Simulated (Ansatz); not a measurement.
## A computed series for hypothetical P4_2/mnm BAs: carrier doping

The parent structure is BAs (space group P4_2/mnm, No. 136; a = 5.8892 Å, c = 3.3894 Å; a hypothetical phase, not in the database extracts checked).

Carriers are added at fixed cell with a uniform background; the Fermi–Dirac width is that of 300 K.

Method: PBE (Ansatz, a quantum-chemistry and plane-wave program, PAW, no SOC).

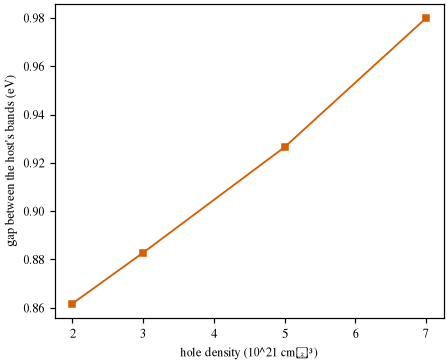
Gap between the host's bands against hole density

Problem. From the plot, what is the gap between the host's bands for holes 5.0×10^21 cm⁻³?

Solution. About 0.93 eV.

Problem. Is the trend monotonic over the range shown?

Solution. Yes, it rises throughout, spanning 0.86 eV to 0.98 eV.

Carriers are added with a uniform compensating background; total energy and stress of such cells depend on the potential's zero and are not compared; many-body gap narrowing is missing at this level. Semilocal Kohn–Sham gaps tend to fall short of experiment. No phonon test of stability was made.
